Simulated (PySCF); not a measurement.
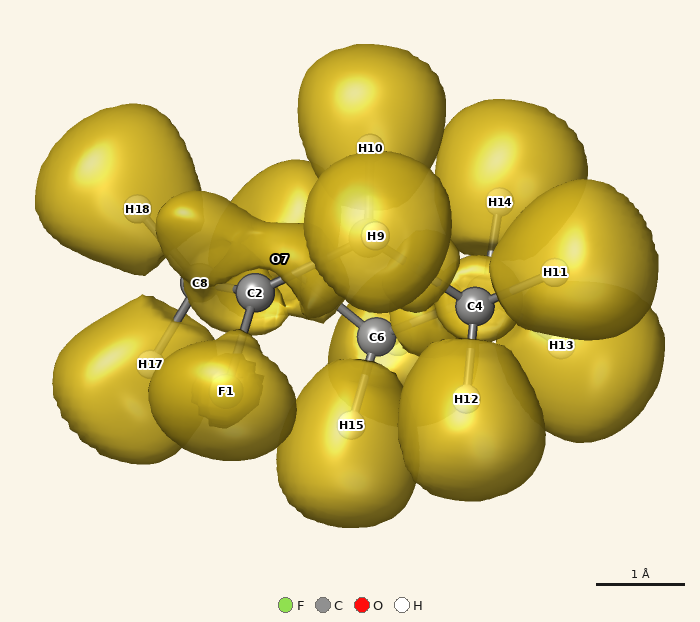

The picture shows: C6H10FO (SMILES F[C]1CCCCOC1) (doublet). Isosurface of the ELF at 0.75 (yellow), seen from one side. Core shells and regions of very low density are left out.

Geometry: GFN2-xTB.

All numbers below come from PySCF 2.14.0, density-fitted response routines, UKS B3LYP, pcH-1 on C F H O, non-relativistic, mean-field spin-orbit, GIAO.

```json
{"atom": "F", "x (Å)": "1.6849", "y (Å)": "1.3510", "z (Å)": "1.3424"}
{"atom": "C", "x (Å)": "1.0184", "y (Å)": "1.1908", "z (Å)": "0.1623"}
{"atom": "C", "x (Å)": "1.3837", "y (Å)": "-0.0101", "z (Å)": "-0.6139"}
{"atom": "C", "x (Å)": "0.7635", "y (Å)": "-1.3002", "z (Å)": "-0.0258"}
{"atom": "C", "x (Å)": "-0.7457", "y (Å)": "-1.3565", "z (Å)": "-0.2337"}
{"atom": "C", "x (Å)": "-1.5006", "y (Å)": "-0.1747", "z (Å)": "0.3875"}
{"atom": "O", "x (Å)": "-1.3505", "y (Å)": "1.0268", "z (Å)": "-0.3426"}
{"atom": "C", "x (Å)": "-0.3004", "y (Å)": "1.8693", "z (Å)": "0.0879"}
{"atom": "H", "x (Å)": "2.4712", "y (Å)": "-0.1161", "z (Å)": "-0.6108"}
{"atom": "H", "x (Å)": "1.0359", "y (Å)": "0.1167", "z (Å)": "-1.6401"}
{"atom": "H", "x (Å)": "1.2241", "y (Å)": "-2.1609", "z (Å)": "-0.5139"}
{"atom": "H", "x (Å)": "0.9962", "y (Å)": "-1.3497", "z (Å)": "1.0401"}
{"atom": "H", "x (Å)": "-1.1337", "y (Å)": "-2.2769", "z (Å)": "0.2073"}
{"atom": "H", "x (Å)": "-0.9668", "y (Å)": "-1.3705", "z (Å)": "-1.3029"}
{"atom": "H", "x (Å)": "-1.1915", "y (Å)": "-0.0320", "z (Å)": "1.4312"}
{"atom": "H", "x (Å)": "-2.5739", "y (Å)": "-0.3896", "z (Å)": "0.3686"}
{"atom": "H", "x (Å)": "-0.5265", "y (Å)": "2.3056", "z (Å)": "1.0748"}
{"atom": "H", "x (Å)": "-0.2970", "y (Å)": "2.6835", "z (Å)": "-0.6500"}
```

> What do the ELF domains correspond to?

The surface consists of three regions between bonded C–C atoms (shared pairs), ten regions around hydrogen nuclei, one region on C in which the atom's valence shell and bonds are merged, one region on F in which the atom's valence shell and bonds are merged and one region on O in which the atom's valence shell and bonds are merged.

Values along the shortest contacts:
C–F (1.36 Å): the ELF peaks at about 0.85 between the atoms (a polar covalent bond). C–O (1.41 Å): the ELF peaks at about 0.90 between the atoms: a polar covalent bond.
